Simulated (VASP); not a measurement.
# FeGe: the relaxed cell at several levels, part 2 of 4

Which functional gives the lattice of FeGe as experiment finds it, and is a dearer one worth its cost? The start is a cell from a database of measured crystal structures.

VASP 6.6.1, plane waves and PAW; the level of theory is named at each step.

So far: The starting structure; Relaxation with LDA.

### Step 2. Relaxation with LDA (continued)

Level of this step: LDA, spin-polarised from a ferromagnetic start; plane waves and PAW (Fe, Ge_d) (VASP).

The steps of the relaxation:

| step | energy less that of the first step (eV) | largest force (eV/Å) | pressure (GPa) | volume (Å³) |
| --- | --- | --- | --- | --- |
| 1 | 0.0000 | 0.2101 | -14.61 | 103.10 |
| 2 | 0.0531 | 0.5930 | 22.32 | 86.54 |
| 3 | -0.4207 | 0.3539 | -1.36 | 94.42 |
| 4 | -0.4231 | 0.3442 | -0.18 | 93.89 |
| 5 | -0.4230 | 0.3430 | 0.34 | 93.71 |
| 6 | -0.4366 | 0.0933 | 0.81 | 93.54 |
| 7 | -0.4374 | 0.0133 | 0.96 | 93.48 |
| 8 | -0.4369 | 0.0465 | -0.93 | 94.38 |
| 9 | -0.4387 | 0.0170 | -0.08 | 93.87 |
| 10 | -0.4387 | 0.0152 | 0.21 | 93.84 |
| 11 | -0.4387 | 0.0168 | 0.00 | 93.86 |
| 12 | -0.4388 | 0.0107 | 0.05 | 93.87 |
| 13 | -0.4388 | 0.0032 | 0.00 | 93.89 |

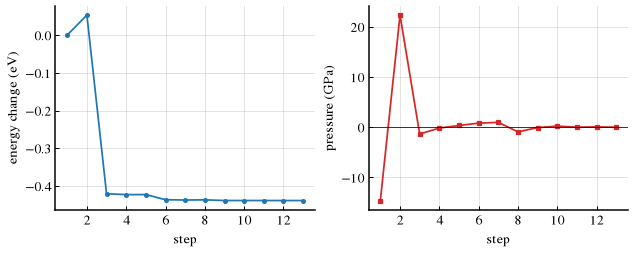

Energy and pressure along the relaxation.

| conventional cell, symmetrised | before | after | change |
| --- | --- | --- | --- |
| a (Å) | 4.689 | 4.545 | -3.1 % |
| b (Å) | 4.689 | 4.545 | -3.1 % |
| c (Å) | 4.689 | 4.545 | -3.1 % |
| volume (Å³/atom) | 12.89 | 11.74 | -8.9 % |

The atoms that moved most (Å, as changes of fractional coordinates times the final cell):

| atom | dx | dy | dz | length |
| --- | --- | --- | --- | --- |
| Ge7 | -0.015 | 0.015 | 0.015 | 0.025 |
| Ge8 | 0.015 | -0.015 | 0.015 | 0.025 |
| Ge6 | 0.015 | 0.015 | -0.015 | 0.025 |
| Ge5 | -0.015 | -0.015 | -0.015 | 0.025 |

The relaxed structure:

```xyz
8
Lattice="4.5451 0.0000 0.0000 0.0000 4.5451 0.0000 0.0000 0.0000 4.5451" Properties=species:S:1:pos:R:3 pbc="T T T"
Fe    0.6126    0.6126    0.6126
Fe    1.6600    3.9325    2.8851
Fe    2.8851    1.6600    3.9325
Fe    3.9325    2.8851    1.6600
Ge    3.8123    3.8123    3.8123
Ge    3.0054    0.7328    1.5397
Ge    1.5397    3.0054    0.7328
Ge    0.7328    1.5397    3.0054
```

Numbers from this step:

| Property | Result |
| --- | --- |
| electrons | 88 |
| bands | 65 |
| irreducible k-points | 11 |
| symmetry operations | 12 |
| free energy (TOTEN) | -60.0220 eV |
| energy at zero smearing | -59.9898 eV |
| Fermi energy | 8.653 eV |
| pressure | 2.91e-4 GPa |
| metallic | no |
| valence top at k | 0.2, 0, 0 |
| conduction bottom at k | 0.4, 0.2, 0 |
| least direct gap at k | 0.4, 0.2, 0 |
| SCF cycles over all ionic steps | 99 |
| gap on the k-mesh | 0.1014 eV |
| least direct gap on the k-mesh | 0.1485 eV |

The spin moment in the PAW sphere vanishes on all atoms.

It ends with a largest force of 0.003 eV/Å and a pressure of 0.00 GPa. The volume lies -8.9 % from that of the database's start, which holds the thermal and zero-point expansion of its experiment. LDA is known to overbind. The conventional cell has a = 4.545 Å. The moments are lost on the way, which shrinks a magnet's cell; a magnetic solution may have been missed.

### Step 3. Relaxation with PBEsol

This step: PBEsol, spin-polarised from a ferromagnetic start; plane waves and PAW (Fe, Ge_d) (VASP 6.6.1).

PBEsol restores the gradient expansion of exchange and is tuned for the cells of solids.

Input file INCAR:

```
SYSTEM = FeGe
PREC = Accurate
ENCUT = 520
EDIFF = 1E-06
NELM = 100
ISMEAR = -1
SIGMA = 0.05
LREAL = .FALSE.
ALGO = Normal
GGA = PS
NBANDS = 65
ISPIN = 2
MAGMOM = 3 3 3 3 0 0 0 0
LASPH = .TRUE.
LMAXMIX = 4
LORBIT = 11
LWAVE = .FALSE.
LCHARG = .FALSE.
KPAR = 8
IBRION = 2
NSW = 60
ISIF = 3
EDIFFG = -0.01
```

Input file POSCAR:

```
FeGe
1.0
    4.6890000000      0.0000000000      0.0000000000
    0.0000000000      4.6890000000      0.0000000000
    0.0000000000      0.0000000000      4.6890000000
Fe Ge
4 4
Direct
    0.1350000000      0.1350000000      0.1350000000
    0.3650000000      0.8650000000      0.6350000000
    0.6350000000      0.3650000000      0.8650000000
    0.8650000000      0.6350000000      0.3650000000
    0.8420000000      0.8420000000      0.8420000000
    0.6580000000      0.1580000000      0.3420000000
    0.3420000000      0.6580000000      0.1580000000
    0.1580000000      0.3420000000      0.6580000000
```

Input file KPOINTS:

```
Automatic mesh
0
Gamma
5 5 5
0 0 0
```

The projector-augmented-wave data sets are Fe and Ge_d (PBE family, release 64).

The run is started by

```console
mpirun -np 8 vasp_std
```

The log of the run:

```text
[banner, memory and clock lines left out]
running    8 mpi-ranks, on    1 nodes
 distrk:  each k-point on    1 cores,    8 groups
 distr:  one band on    1 cores,    1 groups

 POSCAR found type information on POSCAR FeGe
 POSCAR found :  2 types and       8 ions
 [... a notice as in an earlier step ...]

 [... a notice as in an earlier step ...]

 LDA part: xc-table for (Slater+PW92), standard interpolation
 POSCAR, INCAR and KPOINTS ok, starting setup
 FFT: planning ... GRIDC
 FFT: planning ... GRID_SOFT
 FFT: planning ... GRID
 WAVECAR not read
 entering main loop
       N       E                     dE             d eps       ncg     rms          rms(c)
DAV:   1     0.972127292641E+03    0.97213E+03   -0.34097E+04  3613   0.361E+03
DAV:   2     0.150969990981E+03   -0.82116E+03   -0.75590E+03  2860   0.865E+02
DAV:   3    -0.449839641845E+02   -0.19595E+03   -0.18307E+03  2877   0.241E+02
DAV:   4    -0.619713590061E+02   -0.16987E+02   -0.16665E+02  3181   0.813E+01
DAV:   5    -0.623504453811E+02   -0.37909E+00   -0.37825E+00  3161   0.141E+01    0.271E+01
DAV:   6    -0.679243615846E+02   -0.55739E+01   -0.49514E+01  3525   0.707E+01    0.324E+01
DAV:   7    -0.569581095560E+02    0.10966E+02   -0.31390E+01  3271   0.548E+01    0.583E+00
DAV:   8    -0.570001778638E+02   -0.42068E-01   -0.20766E+00  3224   0.630E+00    0.302E+00
DAV:   9    -0.569238409721E+02    0.76337E-01   -0.11736E-01  3610   0.272E+00    0.134E+00
DAV:  10    -0.569114132649E+02    0.12428E-01   -0.18540E-02  3339   0.936E-01    0.373E-01
DAV:  11    -0.569100376798E+02    0.13756E-02   -0.27862E-03  3408   0.388E-01    0.118E-01
DAV:  12    -0.569099831600E+02    0.54520E-04   -0.34928E-04  3583   0.122E-01    0.752E-02
DAV:  13    -0.569099674306E+02    0.15729E-04   -0.30626E-05  3323   0.354E-02    0.292E-02
DAV:  14    -0.569099731093E+02   -0.56787E-05   -0.10223E-05  2783   0.244E-02    0.120E-02
DAV:  15    -0.569099727468E+02    0.36247E-06   -0.11722E-06  1727   0.105E-02
   1 F= -.56909973E+02 E0= -.56881196E+02  d E =-.569100E+02  mag=     4.2526
 curvature:   0.00 expect dE= 0.000E+00 dE for cont linesearch  0.000E+00
 trial: gam= 0.00000 g(F)=  0.394E-02 g(S)=  0.699E+00 ort = 0.000E+00 (trialstep = 0.100E+01)
 search vector abs. value=  0.703E+00
 bond charge predicted
       N       E                     dE             d eps       ncg     rms          rms(c)
DAV:   1    -0.687792219875E+02   -0.11869E+02   -0.14832E+02  3310   0.126E+02    0.266E+01
DAV:   2    -0.624689337156E+02    0.63103E+01   -0.27524E+01  3362   0.701E+01    0.170E+01
DAV:   3    -0.584930100797E+02    0.39759E+01   -0.13031E+01  3277   0.448E+01    0.977E+00
DAV:   4    -0.569474061357E+02    0.15456E+01   -0.23605E+00  3946   0.141E+01    0.288E+00
DAV:   5    -0.568928071226E+02    0.54599E-01   -0.28395E-01  3107   0.476E+00    0.185E+00
DAV:   6    -0.568694925888E+02    0.23315E-01   -0.59536E-02  3807   0.258E+00    0.515E-01
DAV:   7    -0.568674762976E+02    0.20163E-02   -0.68599E-03  3426   0.966E-01    0.251E-01
DAV:   8    -0.568676044654E+02   -0.12817E-03   -0.60711E-04  3798   0.167E-01    0.119E-01
DAV:   9    -0.568675994669E+02    0.49985E-05   -0.85743E-05  3650   0.837E-02    0.445E-02
DAV:  10    -0.568675986528E+02    0.81402E-06   -0.29407E-05  3197   0.507E-02    0.191E-02
DAV:  11    -0.568675996267E+02   -0.97383E-06   -0.24448E-06  2340   0.154E-02
   2 F= -.56867600E+02 E0= -.56836791E+02  d E =0.423731E-01  mag=     3.6206
[...]
3 F= -.57088146E+02 E0= -.57060867E+02  d E =-.178174E+00  mag=     4.0629
[...]
4 F= -.57089934E+02 E0= -.57062642E+02  d E =-.178791E-02  mag=     4.0626
[...]
5 F= -.57090893E+02 E0= -.57063591E+02  d E =-.274658E-02  mag=     4.0621
[...]
6 F= -.57090933E+02 E0= -.57063628E+02  d E =-.278628E-02  mag=     4.0618
[...]
7 F= -.57091145E+02 E0= -.57063909E+02  d E =-.212732E-03  mag=     4.0601
[...]
8 F= -.57091137E+02 E0= -.57063915E+02  d E =-.204589E-03  mag=     4.0596
 curvature:  -0.81 expect dE=-0.474E-03 dE for cont linesearch -0.760E-04
 ZBRENT: interpolating
 opt :   1.2458  next Energy=   -57.091148 (dE=-0.215E-03)
 bond charge predicted
       N       E                     dE             d eps       ncg     rms          rms(c)
DAV:   1    -0.570911894497E+02   -0.52129E-04   -0.25265E-03  4293   0.344E-01    0.523E-02
DAV:   2    -0.570911738347E+02    0.15615E-04   -0.15799E-04  3495   0.143E-01    0.403E-02
DAV:   3    -0.570911515372E+02    0.22297E-04   -0.53482E-05  3275   0.915E-02    0.189E-02
DAV:   4    -0.570911456743E+02    0.58629E-05   -0.94766E-06  3862   0.275E-02    0.570E-03
DAV:   5    -0.570911453351E+02    0.33921E-06   -0.88525E-07  1637   0.896E-03
   9 F= -.57091145E+02 E0= -.57063913E+02  d E =-.212761E-03  mag=     4.0599
 curvature:  -0.03 expect dE=-0.440E-06 dE for cont linesearch -0.370E-06
 trial: gam=-0.16897 g(F)=  0.160E-04 g(S)=  0.429E-06 ort = 0.659E-04 (trialstep = 0.119E+01)
 search vector abs. value=  0.313E-05
 reached required accuracy - stopping structural energy minimisation
```

The job ended after 97 s (8 MPI ranks of Intel Xeon 6975P-C (Granite Rapids), shared host; peak memory 2.9 GiB).

OUTCAR, selected parts (step 3):

```text
 Found     11 irreducible k-points:

   NELECT =      88.0000    total number of electrons

 E-fermi :   8.5033

 spin component 1
 k-point     1 :       0.0000    0.0000    0.0000
  band No.  band energies     occupation
    ...
     43       7.7199      1.00000
     44       7.7199      1.00000
     45       8.3617      0.94437
     46       8.3617      0.94437
     47       8.3617      0.94437
     48      10.5347      0.00000
     49      10.5347      0.00000
     50      10.5347      0.00000
     51      11.4926      0.00000
     52      11.4926      0.00000
    ...

 k-point     2 :       0.2000    0.0000    0.0000
  band No.  band energies     occupation
    ...
     42       7.6528      1.00000
     43       7.7430      1.00000
     44       7.9009      0.99999
     45       8.1831      0.99835
     46       8.2653      0.99150
     47       9.0599      0.00001
     48       9.8369      0.00000
     49      10.1252      0.00000
     50      10.5209      0.00000
     51      10.5841      0.00000
    ...

 k-point     3 :       0.4000    0.0000    0.0000
  band No.  band energies     occupation
    ...
     42       7.5381      1.00000
     43       7.8181      1.00000
     44       7.8404      1.00000
     45       8.0506      0.99988
     46       8.1077      0.99963
     47       9.4698      0.00000
     48       9.5848      0.00000
     49       9.6916      0.00000
     50       9.7655      0.00000
     51      11.6228      0.00000
    ...

 k-point     4 :       0.2000    0.2000    0.0000
  band No.  band energies     occupation
    ...
     42       7.5410      1.00000
     43       7.6925      1.00000
     44       7.8514      1.00000
     45       8.0941      0.99972
     46       8.3491      0.95626
     47       9.0603      0.00001
     48       9.7493      0.00000
     49      10.0366      0.00000
     50      10.5617      0.00000
     51      10.7902      0.00000
    ...

  Total       -0.0048677     -0.0048677     -0.0048677      0.0000000      0.0000000     -0.0000000
  in kB       -0.0801758     -0.0801758     -0.0801758      0.0000000      0.0000000     -0.0000000
  external PRESSURE =      -0.0801758 kB  Pullay stress =       0.0000000 kB

  energy-cutoff  :      520.00
  volume of cell :       97.27
      direct lattice vectors                 reciprocal lattice vectors
     4.599009009 -0.000000000  0.000000000     0.217438148 -0.000000000  0.000000000
     0.000000000  4.599009009 -0.000000000     0.000000000  0.217438148  0.000000000
    -0.000000000 -0.000000000  4.599009009     0.000000000  0.000000000  0.217438148

 POSITION                                       TOTAL-FORCE (eV/Angst)
 -----------------------------------------------------------------------------------
      0.62682      0.62682      0.62682         0.001032      0.001032      0.001032
      1.67268      3.97219      2.92632        -0.001032     -0.001032      0.001032
      2.92632      1.67268      3.97219         0.001032     -0.001032     -0.001032
      3.97219      2.92632      1.67268        -0.001032      0.001032     -0.001032
      3.87178      3.87178      3.87178         0.005156      0.005156      0.005156
      3.02673      0.72723      1.57228        -0.005156     -0.005156      0.005156
      1.57228      3.02673      0.72723         0.005156     -0.005156     -0.005156
      0.72723      1.57228      3.02673        -0.005156      0.005156     -0.005156
 -----------------------------------------------------------------------------------
    total drift:                                0.000000      0.000000      0.000000

  FREE ENERGIE OF THE ION-ELECTRON SYSTEM (eV)
  ---------------------------------------------------
  free  energy   TOTEN  =       -57.0911453351 eV

  energy  without entropy=      -57.0366814617  energy(sigma->0) =      -57.06391340

 total charge
# of ion       s       p       d       tot
------------------------------------------
    1        0.397   0.543   6.509   7.449
    2        0.397   0.543   6.509   7.449
    3        0.397   0.543   6.509   7.449
    4        0.397   0.543   6.509   7.449
    5        1.112   1.287  10.139  12.538
    6        1.112   1.287  10.139  12.538
    7        1.112   1.287  10.139  12.538
    8        1.112   1.287  10.139  12.538
--------------------------------------------------
tot          6.036   7.320  66.591  79.948

 magnetization (x)
# of ion       s       p       d       tot
------------------------------------------
    1       -0.001  -0.002   1.107   1.104
    2       -0.001  -0.002   1.107   1.104
    3       -0.001  -0.002   1.107   1.104
    4       -0.001  -0.002   1.107   1.104
    5       -0.011  -0.053  -0.004  -0.068
    6       -0.011  -0.053  -0.004  -0.068
    7       -0.011  -0.053  -0.004  -0.068
    8       -0.011  -0.053  -0.004  -0.068
--------------------------------------------------
tot         -0.047  -0.222   4.413   4.144

[... 9 parts as in an earlier step ...]

[... 9 further parts left out ...]
```

The magnetic state follows from one typed start and may not be the lowest. The k-mesh is coarse for a metal. The PAW data sets were made with PBE, which is usual practice but a small mismatch for other functionals.

The steps of the relaxation:

| step | energy less that of the first step (eV) | largest force (eV/Å) | pressure (GPa) | volume (Å³) |
| --- | --- | --- | --- | --- |
| 1 | 0.0000 | 0.1233 | -9.66 | 103.10 |
| 2 | 0.0424 | 0.4256 | 13.12 | 91.93 |
| 3 | -0.1782 | 0.1114 | -0.04 | 97.59 |
| 4 | -0.1800 | 0.0675 | -0.13 | 97.52 |
| 5 | -0.1809 | 0.0268 | -0.11 | 97.44 |
| 6 | -0.1810 | 0.0335 | -0.10 | 97.41 |
| 7 | -0.1812 | 0.0101 | 0.00 | 97.28 |
| 8 | -0.1812 | 0.0046 | 0.29 | 97.25 |
| 9 | -0.1812 | 0.0089 | -0.01 | 97.27 |

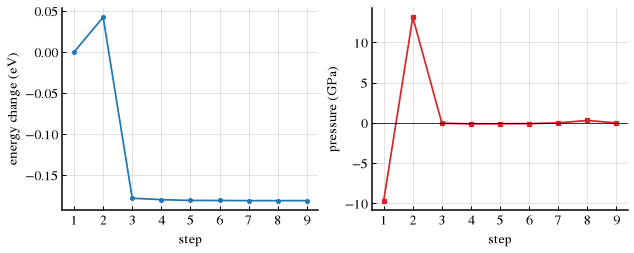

Energy and pressure along the relaxation.

| conventional cell, symmetrised | before | after | change |
| --- | --- | --- | --- |
| a (Å) | 4.689 | 4.599 | -1.9 % |
| b (Å) | 4.689 | 4.599 | -1.9 % |
| c (Å) | 4.689 | 4.599 | -1.9 % |
| volume (Å³/atom) | 12.89 | 12.16 | -5.6 % |

The atoms that moved most (Å, as changes of fractional coordinates times the final cell):

| atom | dx | dy | dz | length |
| --- | --- | --- | --- | --- |
| Fe2 | -0.006 | -0.006 | 0.006 | 0.010 |
| Fe3 | 0.006 | -0.006 | -0.006 | 0.010 |
| Fe4 | -0.006 | 0.006 | -0.006 | 0.010 |
| Fe1 | 0.006 | 0.006 | 0.006 | 0.010 |

Final coordinates:

```xyz
8
Lattice="4.5990 0.0000 0.0000 0.0000 4.5990 0.0000 0.0000 0.0000 4.5990" Properties=species:S:1:pos:R:3 pbc="T T T"
Fe    0.6268    0.6268    0.6268
Fe    1.6727    3.9722    2.9263
Fe    2.9263    1.6727    3.9722
Fe    3.9722    2.9263    1.6727
Ge    3.8718    3.8718    3.8718
Ge    3.0267    0.7272    1.5723
Ge    1.5723    3.0267    0.7272
Ge    0.7272    1.5723    3.0267
```

This step gave:

* free energy (TOTEN): -57.0911 eV
* energy at zero smearing: -57.0639 eV
* Fermi energy: 8.503 eV
* pressure: -0.008018 GPa
* moment of the cell, from the last line of the log: 4.060 μB
* metallic: yes
* SCF cycles over all ionic steps: 73

Spin moment in the PAW sphere by atom:

| atom | spin moment in the PAW sphere (μB) |
| --- | --- |
| Fe1 | 1.10 |
| Fe2 | 1.10 |
| Fe3 | 1.10 |
| Fe4 | 1.10 |
| Ge5 | -0.07 |
| Ge6 | -0.07 |
| Ge7 | -0.07 |
| Ge8 | -0.07 |

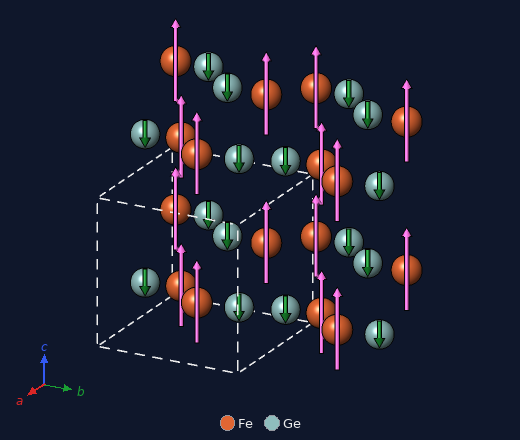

Spin moment in the PAW sphere as arrows, the longest 1.10 μB. Up and down stand for the sign. Arrows give size and sign along the axis of quantisation, drawn up and down the page. Each arrow also spans its atom, so small moments look longer than they are. The two directions have two colours. 1×2×2 cells are drawn.

It ends at 12.16 Å³/atom, -5.6 % from the start, with -0.01 GPa left. The conventional cell has a = 4.599 Å. The largest moment is 1.10 μB.

(Part 2 of 4 ends here.)

[Lines on the potential files, build, host, timing and source positions are cut from VASP's logs without a mark.]

[Logs are printed without paths, hosts, clocks, repeated set-up lines and the standing remarks that a program may print on its own settings, such as how far it seeks lower states.]

[Hosts, paths, dates, database ids (printed as entryN), source tags and the programs' standing remarks are cut or masked in the printed files.]

[Measured values are set beside computed ones only where the two were judged alike; some that the calculation misses by far are left out.]
